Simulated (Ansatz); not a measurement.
# BN (Qingsongite): the cost of one run

Program: Ansatz 0.2.0 through its Python package. The levels of theory stand in the script. These are calculated values, not measurements.

### Step 1. The system

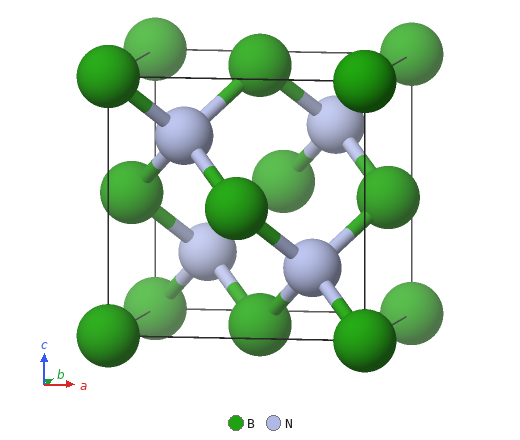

The starting structure, viewed slightly off an axis; boron green, nitrogen light blue. The cell is the conventional one. Atoms on cell faces are repeated.

No structure file is read: the coordinates are typed or built in the script.

### Step 2. The script

Input file lattice_bn.py:

```python
"""How the lattice of BN depends on the functional."""

import warnings

import ansatz
import numpy as np

def edges_and_angles(cell):
    cell = np.asarray(cell)
    a, b, c = np.linalg.norm(cell, axis=1)
    cosines = cell[1] @ cell[2] / (b * c), cell[0] @ cell[2] / (a * c), cell[0] @ cell[1] / (a * b)
    return (a, b, c, *np.degrees(np.arccos(cosines)))


def main() -> None:
    warnings.simplefilter("ignore", ansatz.DeckWarning)

    system = (
        ansatz.Lattice.from_parameters(2.556191, 2.556191, 2.556191, alpha=60.0, beta=60.0, gamma=60.0)
        .atom("B", (0.0, 0.0, 0.0))
        .atom("N", (0.25, 0.25, 0.25))
    )

    setup = (
        system.calculation()
        .kpoints(mesh=(9, 9, 9))
        .occupations(ansatz.OccupationsMethod.METHFESSEL_PAXTON, width=0.02)
        .relax(cell=True, force_tolerance=0.05)
    )

    levels = [("pbe", "d4"), ("pbe", "d3bj"), ("r2scan", "rvv10")]
    print("level            a       b       c    alpha   beta  gamma  V/atom  steps")
    for name, dispersion in levels:
        seen = []
        run = setup.functional(name, dispersion=dispersion).session().plan()
        out = run.execute(on_event=lambda e: seen.append(e) if e["event"] == "relax_step" else None)
        cell = out.lattice.cell_ang
        label = name if dispersion == "none" else f"{name}+{dispersion}"
        print("{:13s} {:7.4f} {:7.4f} {:7.4f} {:6.2f} {:6.2f} {:6.2f}".format(label, *edges_and_angles(cell)), f"{abs(np.linalg.det(cell)) / len(out.lattice.sites):7.3f} {len(seen):5d}")


if __name__ == "__main__":
    main()
```

### Step 3. What the engine is handed

The package turns the script's settings into the engine's input (first run):

```yaml
crystal:
  lattice:
    a: 2.556191
    b: 2.556191
    c: 2.556191
    alpha: 60.0
    beta: 60.0
    gamma: 60.0
  atoms:
    - { symbol: B, position: [0.0, 0.0, 0.0] }
    - { symbol: "N", position: [0.25, 0.25, 0.25] }
kpoints:
  mp_grid:
    grid: [9, 9, 9]
hamiltonian:
  xc: pbe
  dispersion: d4
scf:
  occupations:
    method: methfessel_paxton
    width: 0.02
relax:
  f_tol: 0.05
  cell: {}
```

### Step 4. Running it

Run with:

```
$ python lattice_bn.py
```

**Question.** How long does this script take on 1 thread of Arm Neoverse V2, shared host, and how much memory does it need?

About 18 s, with a peak of 0.42 GiB.
